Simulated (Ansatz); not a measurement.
## CdF2 (Fm-3m): thermal expansion from first principles

Aim: the lattice, expansion, heat capacity and bulk modulus of CdF2 as it warms.

Main program and level: Ansatz 0.2.0; DFT RPBE, scalar-relativistic, plane waves, PAW.

## Step 1: The structure

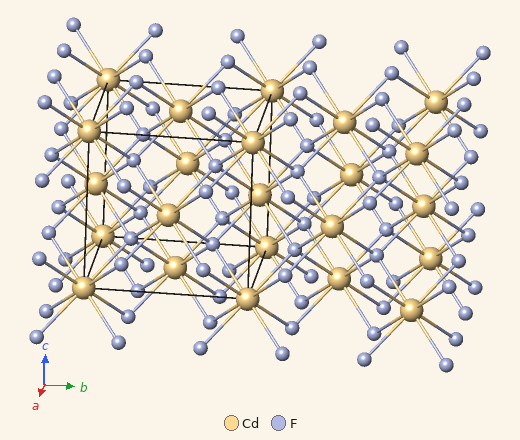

Start, viewed slightly off an axis; cadmium orange, fluorine light blue. 1×2×1 cells are drawn. This picture shows the conventional cell, with its axes. Some periodic images of atoms are drawn too.

Coordinates:

```cif
data_structure
_symmetry_space_group_name_H-M 'Fm-3m'
_symmetry_Int_Tables_number 225
_cell_length_a 5.3880
_cell_length_b 5.3880
_cell_length_c 5.3880
_cell_angle_alpha 90.000
_cell_angle_beta 90.000
_cell_angle_gamma 90.000
_cell_volume 156.42
loop_
_atom_site_label
_atom_site_type_symbol
_atom_site_symmetry_multiplicity
_atom_site_Wyckoff_symbol
_atom_site_fract_x
_atom_site_fract_y
_atom_site_fract_z
_atom_site_occupancy
Cd1 Cd 4 a 0.00000 0.00000 0.00000 1
F1 F 8 c 0.25000 0.75000 0.75000 1
```

## Step 2: A first coarse run

Before spending time, one coarse run tells the gap and the pressure of the starting cell.

Input file input.yaml:

```yaml
crystal:
  lattice:
    - [0.0, 2.694, 2.694]
    - [2.694, 0.0, 2.694]
    - [2.694, 2.694, 0.0]
  atoms:
    - { symbol: Cd, position: [0.0, 0.0, 0.0] }
    - { symbol: F, position: [0.25, 0.25, 0.25] }
    - { symbol: F, position: [0.75, 0.75, 0.75] }
kpoints:
  mp_grid: { grid: [6, 6, 6] }
hamiltonian:
  xc: rpbe
scf:
  occupations: { method: gaussian, width: 0.1 }
  lower_state_search: "off"
output:
  forces: true
  stress: true
  eigenvalues: true
```

Command:

```
$ ansatz run input.yaml --threads 8 --pin off --max-ram 16384MiB --backend cpu --events-out ev --progress --plain --runs-dir out
```

Numbers of over 12 decimals in the logs are rounded to 6 here.

Output:

```text
Engine: ansatz 0.2.0, aarch64-unknown-linux-gnu
Pseudopotentials: kind: paw
Pseudopotential: Cd, paw, valence charge 20, recommended cutoff 420 eV (normal), Cd.paw.azcp
Pseudopotential: F, paw, valence charge 7, recommended cutoff 420 eV (normal), F.paw.azcp
Functional definition: RPBE
  parameter kappa = 0.804
  parameter beta = 0.066725
  exchange = rpbe_x(kappa = kappa, mu = beta*pi^2/3)
  correlation = pbe_c(beta = beta)
Crystal: 3 atoms, lattice volume = 39.104 Å³
Basis set: ecut = 420 eV, 749 PW (Γ), exchange–correlation on 54×54×54 points (8 copies of the dense FFT grid, shifted against one another)
Bands: 21, of which v1, the nominal top of the filled ones, is band 17 counted from 1 (16 counted from 0)
Symmetry: 48 space group operations
Space group: Fm-3m (ITA 225), of the structure as read, at distance tolerance 3.4e-5 Å
k-points: 16 of 216
Non-local potential: Cd, projectors of the file, l = 0: 3, l = 1: 2, l = 2: 2, l = 3: 1
Non-local potential: F, projectors of the file, l = 0: 2, l = 1: 2, l = 2: 1
PAW form: soft (Blöchl's): semilocal exchange-correlation on the pseudo side does not see the compensation charge
PAW frozen core: Cd, regenerated for the run's functional, and the local potential with it (the file was generated under x = pbe(κ = 0.804, μ = 0.219515), c = pbe(β = 0.066725))
PAW frozen core: F, regenerated for the run's functional, and the local potential with it (the file was generated under x = pbe(κ = 0.804, μ = 0.219515), c = pbe(β = 0.066725))
PAW one-centre angular grid: Cd, 590 points (default); XC on 64 Gauss nodes
PAW one-centre angular grid: F, 110 points (default); XC on 64 Gauss nodes
Initial density: superposition of atomic densities (neutral atoms: chi_scale 0, normalization atom), corrected by the library's trained network
Initial wavefunctions: pseudopotential atomic-orbital guess
Functional: x = rpbe, c = pbe(β = 0.066725)
SCF iter   1: F=—  HF=-9884.431133 eV  |F-HF|=—  |Δ(HF+E_count)|=         —  Δρ=7.08e-3  dr2=1.57e-2  ethr=1.77e-3  ⟨swp⟩=5.2  Hψ=1326  notcnv=0
preconditioner: auto → none  [insulator: Δε(μ)=3.391 eV  Ē_g=16.862 eV  σ=0.100 eV  W_gap=1.00  n_scr=14 (ndim 8)  ℏωp=30.3 eV  f_vac=0.125  D(μ)=0.00/eV (n_scr^D=0)  ε∞_Penn≈4.2]
SCF iter   2: F=—  HF=-9884.428352 eV  |F-HF|=—  |Δ(HF+E_count)|=   2.78e-3  Δρ=3.63e-3  dr2=1.86e-3  ethr=4.61e-5  ⟨swp⟩=2.0  Hψ=697  notcnv=0
SCF iter   3: F=—  HF=-9884.427955 eV  |F-HF|=—  |Δ(HF+E_count)|=   3.97e-4  Δρ=9.78e-4  dr2=2.21e-4  ethr=5.48e-6  ⟨swp⟩=2.0  Hψ=543  notcnv=0
SCF iter   4: F=—  HF=-9884.427997 eV  |F-HF|=—  |Δ(HF+E_count)|=   4.17e-5  Δρ=4.30e-4  dr2=3.25e-5  ethr=6.51e-7  ⟨swp⟩=2.6  Hψ=512  notcnv=0
SCF iter   5: F=—  HF=-9884.428194 eV  |F-HF|=—  |Δ(HF+E_count)|=   1.98e-4  Δρ=3.33e-5  dr2=2.97e-7  ethr=9.55e-8  ⟨swp⟩=2.5  Hψ=540  notcnv=0
SCF iter   6: F=-9884.428195 eV  HF=-9884.428195 eV  |F-HF|=1.11e-8  |Δ(HF+E_count)|=   4.21e-7  Δρ=4.08e-6  dr2=2.54e-9  ethr=2.94e-10  ⟨swp⟩=5.0  Hψ=1369  notcnv=0
SCF 1 converged in 6 iterations: F = -9884.428195 eV  dr2 = 2.54e-9
  greatest PAW one-centre occupation: 1.001 electrons in one spin orbital (limit 2), on the Cd atom at site 0 (counted from 0), in its partial waves of l = 1
SCF converged after 6 iterations
Free energy (F): -9884.428195 eV
Harris-Foulkes:  -9884.428195 eV  (|F-HF|=1.11e-8)
Internal energy: -9884.428195 eV  (E = F + TS)
E sigma→0 (E₀):  -9884.428195 eV
Fermi energy:    8.280388 eV
--- Per-component energies (eV) ---
  E_band       = -474.994017
  E_kinetic    = 920.812411
  E_local      = -4237.587128  (includes V_loc(G=0)·N_el)
  E_nonlocal   = 181.376841
  E_hartree    = 1881.562138
  E_xc         = -337.048766
  E_vxc        = -425.677060  (∫ρ·V_xc dr)
  E_paw        = -4499.533427  (= ΣΔE_a)
  E_vpaw       = -677.046957  (= ΣTr[D̂ρ^β])
  E_aug_tail   = 0.004167  (compensation charges beyond the density's cutoff)
  E_ewald      = -3793.856633
  E_core_change = -0.157798  (= ΣΔE_core)
  E_smearing   = -0.000000  (= −TS)
  E_closure    = 0.000000  (closes the sum)
  Σ components = -9884.428195   (vs F -9884.428195, Δ=0.00e0)
--- Forces (eV/Å), atoms counted from 1 ---
  atom   1  Cd    -0.00000000     0.00000000     0.00000000
  atom   2  F      0.00000000     0.00000000     0.00000000
  atom   3  F     -0.00000000     0.00000000     0.00000000
  max |Σ_I F_I| component: 6.94e-18 eV/Å
--- Stress (GPa, compression-positive) ---
       10.260754       0.000000       0.000000
       -0.000000      10.260754      -0.000000
       -0.000000      -0.000000      10.260754
  P = ⅓ Tr σ = 10.2608 GPa (102.608 kbar)
--- Band table (eV; the first three rows and the last of 16) ---
  k-point 0: bands = [... 13 lower, 5.6740, 6.1266, 6.1266, 6.1266, 9.9376, 19.5638, 19.5638, 19.5638]
  k-point 1: bands = [... 13 lower, 5.4900, 5.9033, 6.1511, 6.1511, 10.8789, 18.4926, 19.9564, 19.9564]
  k-point 2: bands = [... 13 lower, 5.0686, 5.0686, 6.2065, 6.2065, 12.7334, 17.0044, 20.8312, 20.8312]
  k-point 15: bands = [... 13 lower, 4.4612, 5.8102, 6.0635, 6.6157, 14.8421, 17.5195, 18.5999, 19.6696]
```

The job ended after 0.81 s (8 threads of Arm Neoverse V2, shared host; peak memory 0.3 GiB; 1.6 s of CPU time).

This step gave:

```
pressure          : 10.26 GPa
gap on the k-mesh : 3.322 eV
volume per atom   : 13.03 Å³/atom
```

The start is under 10 GPa at this level and looks like an insulator or semiconductor on this mesh.

## Step 3: A loose first relaxation

The start is far from rest, so a relaxation with loose thresholds first brings it near the minimum.

input.yaml: that of step 2 with these lines changed.

```diff
@@ -20 +20,6 @@
   eigenvalues: true
+relax:
+  adjacent_minimum: "off"
+  f_tol: 0.05
+  max_steps: 80
+  cell: { stress_tol: 0.5 }
```

Output:

```text
[...]
Crystal: 3 atoms, lattice volume = 39.104 Å³
Basis set: ecut = 420 eV, 749 PW (Γ), exchange–correlation on 54×54×54 points (8 copies of the dense FFT grid, shifted against one another)
Bands: 21, of which v1, the nominal top of the filled ones, is band 17 counted from 1 (16 counted from 0)
Symmetry: 48 space group operations
[...]
k-points: 16 of 216
[...]
SCF iter   1: F=—  HF=-9884.431133 eV  |F-HF|=—  |Δ(HF+E_count)|=         —  Δρ=7.08e-3  dr2=1.57e-2  ethr=1.77e-3  ⟨swp⟩=5.2  Hψ=1326  notcnv=0
[...]
SCF iter   6: F=-9884.428195 eV  HF=-9884.428195 eV  |F-HF|=1.11e-8  |Δ(HF+E_count)|=   4.21e-7  Δρ=4.08e-6  dr2=2.54e-9  ethr=2.94e-10  ⟨swp⟩=5.0  Hψ=1369  notcnv=0
SCF 1 converged in 6 iterations: F = -9884.428195 eV  dr2 = 2.54e-9
[...]
relax step   1: F+E_penalty+E_count = -9884.42819474 eV  Δ(F+E_penalty+E_count) = +0.000e0 eV  max|allowed force component| = 6.168e-18 eV/Å  Δτ_max = 0.0000 Å  P = +10.261 GPa  Ω = 39.104 Å³  (6 SCF iters, dr2 threshold 1.00e-7 eV, accepted)
Crystal: 3 atoms, lattice volume = 42.634 Å³
Basis set: ecut = 420 eV, 869 PW (Γ), exchange–correlation on 54×54×54 points (8 copies of the dense FFT grid, shifted against one another)
[...]
iter 1 solved again at ethr=2.26e-4 eV; its pass at ethr=3.10e-3 eV (dr2=7.67e-2 eV) is discarded
[...]
SCF iter   6: F=-9884.526430 eV  HF=-9884.526430 eV  |F-HF|=1.85e-8  |Δ(HF+E_count)|=   6.98e-6  Δρ=9.43e-6  dr2=1.46e-8  ethr=8.82e-10  ⟨swp⟩=3.4  Hψ=1481  notcnv=0
SCF 2 converged in 6 iterations: F = -9884.526430 eV  dr2 = 1.46e-8
relax step   2: F+E_penalty+E_count = -9884.52643033 eV  Δ(F+E_penalty+E_count) = -9.824e-2 eV  max|allowed force component| = 2.043e-17 eV/Å  Δτ_max = 0.0000 Å  P = +0.386 GPa  Ω = 42.634 Å³  energy of the carried Pulay correction = -1.213e-2 eV  (6 SCF iters, dr2 threshold 3.00e-7 eV, accepted)
[...]
SCF iter   6: F=-9884.547227 eV  HF=-9884.547227 eV  |F-HF|=2.44e-10  |Δ(HF+E_count)|=  7.89e-10  Δρ=1.05e-6  dr2=2.78e-10  ethr=8.82e-12  ⟨swp⟩=4.0  Hψ=1088  notcnv=0
SCF 3 converged in 6 iterations: F = -9884.547227 eV  dr2 = 2.78e-10
relax step   3: F+E_penalty+E_count = -9884.54722731 eV  Δ(F+E_penalty+E_count) = -2.080e-2 eV  max|allowed force component| = 2.236e-17 eV/Å  Δτ_max = 0.0000 Å  P = +1.271 GPa  Ω = 42.634 Å³  stress off target by 1.27e0 GPa  SCF on the basis re-selected at this cell (its energy is not comparable with the rows above)  (6 SCF iters)
[...]
relax step   4: F+E_penalty+E_count = -9884.54789151 eV  Δ(F+E_penalty+E_count) = -6.642e-4 eV  max|allowed force component| = 1.619e-17 eV/Å  Δτ_max = 0.0000 Å  P = +0.288 GPa  Ω = 43.133 Å³  energy of the carried Pulay correction = -1.744e-3 eV  (5 SCF iters, dr2 threshold 3.00e-7 eV, accepted)
[...]
SCF iter   5: F=-9884.549964 eV  HF=-9884.549964 eV  |F-HF|=2.69e-9  |Δ(HF+E_count)|=   2.78e-8  Δρ=1.21e-6  dr2=2.56e-10  ethr=8.82e-12  ⟨swp⟩=4.9  Hψ=1276  notcnv=0
SCF 5 converged in 5 iterations: F = -9884.549964 eV  dr2 = 2.56e-10
relax step   5: F+E_penalty+E_count = -9884.54996395 eV  Δ(F+E_penalty+E_count) = -2.072e-3 eV  max|allowed force component| = 1.773e-17 eV/Å  Δτ_max = 0.0000 Å  P = +0.312 GPa  Ω = 43.133 Å³  stress off target by 3.12e-1 GPa  SCF on the basis re-selected at this cell (its energy is not comparable with the rows above)  (5 SCF iters)
[...]
SCF converged after 5 iterations
Free energy (F): -9884.549964 eV
[...]
Internal energy: -9884.549964 eV  (E = F + TS)
E sigma→0 (E₀):  -9884.549964 eV
Fermi energy:    6.714515 eV
[...]
--- Stress (GPa, compression-positive) ---
        0.312306      -0.000000      -0.000000
       -0.000000       0.312306      -0.000000
       -0.000000      -0.000000       0.312306
  P = ⅓ Tr σ = 0.3123 GPa (3.123 kbar)
--- Band table (eV; the first three rows and the last of 16) ---
  k-point 0: bands = [... 13 lower, 4.5027, 4.6359, 4.6359, 4.6359, 8.1919, 17.6795, 17.6795, 17.6795]
  k-point 1: bands = [... 13 lower, 4.2899, 4.5095, 4.7171, 4.7171, 9.0674, 16.6259, 18.0025, 18.0025]
  k-point 2: bands = [... 13 lower, 3.9441, 3.9441, 4.7765, 4.7765, 10.7608, 15.1716, 18.7027, 18.7027]
  k-point 15: bands = [... 13 lower, 3.3787, 4.5296, 4.8457, 5.2288, 12.6334, 15.5137, 16.8799, 17.5055]
--- Relaxed structure (3 steps of the walk, 3 accepted, 2 SCFs on fresh bases) ---
  F+E_penalty+E_count = -9884.54996395 eV   max|allowed force component| = 1.773e-17 eV/Å   (the final SCF, on the basis selected at the relaxed cell)
  cell:  # Å, volume = 43.1326 Å³
    - [0, 2.783505, 2.783505]
    - [2.783505, 0, 2.783505]
    - [2.783505, 2.783505, 0]
  atoms:
    - { symbol: Cd, position: [0, 0, 0] }
    - { symbol: F, position: [0.25, 0.25, 0.25] }
    - { symbol: F, position: [0.75, 0.75, 0.75] }
```

Run time: 1.2 s. Hardware: 8 threads; peak memory 0.32 GiB; 5.6 s of CPU time.

Step by step:

```csv
step,energy less that of the first step (eV),largest force component (eV/Å),pressure (GPa),volume (Å³)
1,0.0000,0.0000,10.26,39.10
2,-0.0982,0.0000,0.39,42.63
3*,-0.1190,0.0000,1.27,42.63
4,-0.1197,0.0000,0.29,43.13
5*,-0.1218,0.0000,0.31,43.13
```

Relaxation steps marked * repeat the geometry before them on a plane-wave basis chosen anew for their cell, so energy and pressure can jump there.

Forces are held to the 48 operations that the run works with; a distortion that breaks them can't arise in this run.

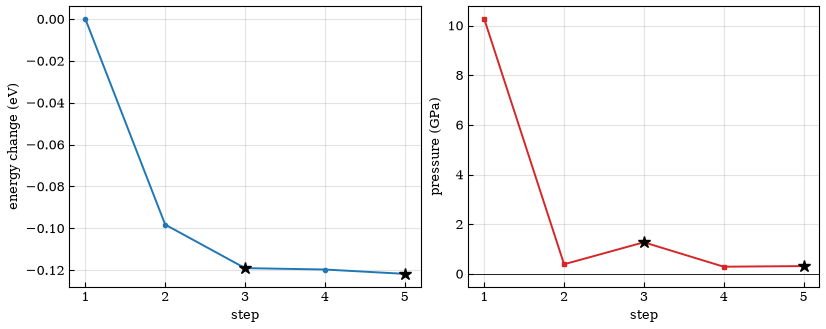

Energy and pressure along the relaxation. Stars mark steps on a basis chosen anew.

```csv
"conventional cell, symmetrised",before,after,change
a (Å),5.388,5.567,+3.3 %
b (Å),5.388,5.567,+3.3 %
c (Å),5.388,5.567,+3.3 %
volume (Å³/atom),13.03,14.38,+10.3 %
```

The relaxed structure:

```cif
data_structure
_symmetry_space_group_name_H-M 'P 1'
_symmetry_Int_Tables_number 1
_cell_length_a 3.9365
_cell_length_b 3.9365
_cell_length_c 3.9365
_cell_angle_alpha 60.000
_cell_angle_beta 60.000
_cell_angle_gamma 60.000
_cell_volume 43.13
loop_
_atom_site_label
_atom_site_type_symbol
_atom_site_fract_x
_atom_site_fract_y
_atom_site_fract_z
_atom_site_occupancy
Cd1 Cd 0.00000 0.00000 0.00000 1
F2 F 0.25000 0.25000 0.25000 1
F3 F 0.75000 0.75000 0.75000 1
```

This step gave:

| Quantity | Value |
| --- | --- |
| pressure | 0.3123 GPa |
| gap on the k-mesh | 2.963 eV |
| volume per atom | 14.38 Å³/atom |

The relaxation ends with a pressure of 0.31 GPa.

## Step 4: Finding the static equilibrium

Phonons are second derivatives about a minimum, so cell and atoms are relaxed first, inside the symmetry of the start.

Input file input.yaml:

```yaml
crystal:
  lattice:
    - [0.0, 2.7835046433, 2.7835046433]
    - [2.7835046433, 0.0, 2.7835046433]
    - [2.7835046433, 2.7835046433, 0.0]
  atoms:
    - { symbol: Cd, position: [0.0, 0.0, 0.0] }
    - { symbol: F, position: [0.25, 0.25, 0.25] }
    - { symbol: F, position: [0.75, 0.75, 0.75] }
kpoints:
  mp_grid: { grid: [8, 8, 8] }
hamiltonian:
  xc: rpbe
scf:
  occupations: { method: gaussian, width: 0.02 }
  lower_state_search: "off"
output:
  forces: true
  stress: true
  eigenvalues: true
relax:
  adjacent_minimum: "off"
  f_tol: 0.005
  max_steps: 80
  cell: { stress_tol: 0.05 }
```

Output:

```text
[...]
Crystal: 3 atoms, lattice volume = 43.133 Å³
Basis set: ecut = 420 eV, 869 PW (Γ), exchange–correlation on 54×54×54 points (8 copies of the dense FFT grid, shifted against one another)
Bands: 21, of which v1, the nominal top of the filled ones, is band 17 counted from 1 (16 counted from 0)
Symmetry: 48 space group operations
[...]
k-points: 29 of 512
[...]
k-point 28: bands = [... 13 lower, 3.8995, 3.8995, 4.7848, 5.1949, 12.5641, 16.3780, 16.3780, 16.7147]
--- Relaxed structure (2 steps of the walk, 2 accepted, 1 SCFs on fresh bases) ---
[...]
cell:  # Å, volume = 43.2960 Å³
    - [0, 2.787016, 2.787016]
    - [2.787016, 0, 2.787016]
    - [2.787016, 2.787016, 0]
  atoms:
    - { symbol: Cd, position: [0, 0, 0] }
    - { symbol: F, position: [0.25, 0.25, 0.25] }
    - { symbol: F, position: [0.750000, 0.750000, 0.750000] }
[key lines of the parts left out:]
SCF converged after 6 iterations
Free energy (F): -9884.550019 eV
Fermi energy:    6.661751 eV
P = ⅓ Tr σ = 0.0118 GPa (0.118 kbar)
```

Elapsed: 1 s, on 8 threads; peak memory 0.34 GiB; 5 s of CPU time.

The steps of the relaxation:

```csv
step,energy less that of the first step (eV),largest force component (eV/Å),pressure (GPa),volume (Å³)
1,0.0000,0.0000,0.31,43.13
2,0.0004,0.0000,-0.01,43.30
3*,-0.0003,0.0000,0.01,43.30
```

Relaxation steps marked * repeat the geometry before them on a plane-wave basis chosen anew for their cell, so energy and pressure can jump there.

The run keeps the 48 symmetry operations that it works with, so distortions that break them were not tested.

```csv
"conventional cell, symmetrised",before,after,change
a (Å),5.567,5.574,+0.1 %
b (Å),5.567,5.574,+0.1 %
c (Å),5.567,5.574,+0.1 %
volume (Å³/atom),14.38,14.43,+0.4 %
```

Final coordinates:

```xyz
3
Lattice="0.0000 2.7870 2.7870 2.7870 0.0000 2.7870 2.7870 2.7870 0.0000" Properties=species:S:1:pos:R:3 pbc="T T T"
Cd    0.0000    0.0000    0.0000
F     1.3935    1.3935    1.3935
F     4.1805    4.1805    4.1805
```

Numbers from this step:

```yaml
pressure: 0.01182 GPa
gap_on_the_k_mesh: 2.933 eV
volume_per_atom: 14.43 Å³/atom
```

The cell grew by 0.4 % in volume.

## Step 5: Relaxing to small residual forces and stress

The thresholds are tightened for a last relaxation ahead of the phonons, and where mesh or smearing change with them the cell follows.

input.yaml, the sections that differ from step 4:

```yaml
crystal:
  lattice:
    - [0.0, 2.7870157629, 2.7870157629]
    - [2.7870157629, 0.0, 2.7870157629]
    - [2.7870157629, 2.7870157629, 0.0]
  atoms:
    - { symbol: Cd, position: [0.0, 0.0, 0.0] }
    - { symbol: F, position: [0.25, 0.25, 0.25] }
    - { symbol: F, position: [0.75, 0.75, 0.75] }
scf:
  occupations: { method: fixed }
  lower_state_search: "off"
relax:
  adjacent_minimum: "off"
  f_tol: 0.001
  max_steps: 60
  cell: { stress_tol: 0.01 }
# kpoints, hamiltonian, output: as in step 4
```

Output:

```text
[...]
Crystal: 3 atoms, lattice volume = 43.296 Å³
Basis set: ecut = 420 eV, 869 PW (Γ), exchange–correlation on 54×54×54 points (8 copies of the dense FFT grid, shifted against one another)
Bands: 21, of which v1, the nominal top of the filled ones, is band 17 counted from 1 (16 counted from 0)
Symmetry: 48 space group operations
[...]
k-points: 29 of 512
[...]
k-point 28: bands = [... 13 lower, 3.8978, 3.8978, 4.7831, 5.1930, 12.5609, 16.3750, 16.3750, 16.7122]
--- Relaxed structure (2 steps of the walk, 2 accepted, 1 SCFs on fresh bases) ---
[...]
cell:  # Å, volume = 43.3025 Å³
    - [0, 2.787154, 2.787154]
    - [2.787154, 0, 2.787154]
    - [2.787154, 2.787154, 0]
  atoms:
    - { symbol: Cd, position: [0, 0, 0] }
    - { symbol: F, position: [0.25, 0.25, 0.25] }
    - { symbol: F, position: [0.750000, 0.750000, 0.750000] }
[key lines of the parts left out:]
SCF converged after 9 iterations
Free energy (F): -9884.549998 eV
Fermi energy:    5.192959 eV
P = ⅓ Tr σ = -0.0000 GPa (-0.000 kbar)
```

It took 1 s on 8 threads; peak memory 0.34 GiB; 5.1 s of CPU time.

Little changed from the start: no atom moved by 0.005 Å and no cell edge by 0.1 %.

This step gave:

| Quantity | Value |
| --- | --- |
| pressure | -6.54e-6 GPa |

The residual pressure is -6.5e-6 GPa, small enough for phonons.

(Part 1 of 3 ends here.)

[Logs are printed without paths, hosts, clocks, repeated set-up lines and the standing remarks that a program may print on its own settings, such as how far it seeks lower states.]

[Hosts, paths, dates, database ids (printed as entryN), source tags and the programs' standing remarks are cut or masked in the printed files.]

[A step with changed settings may run another functional than the one named; its input shows which.]

[Pressures of single members of a volume series are the stress at the run's cutoff; with an incomplete basis they can lie off −dE/dV of the same runs, and they are not shown converged.]
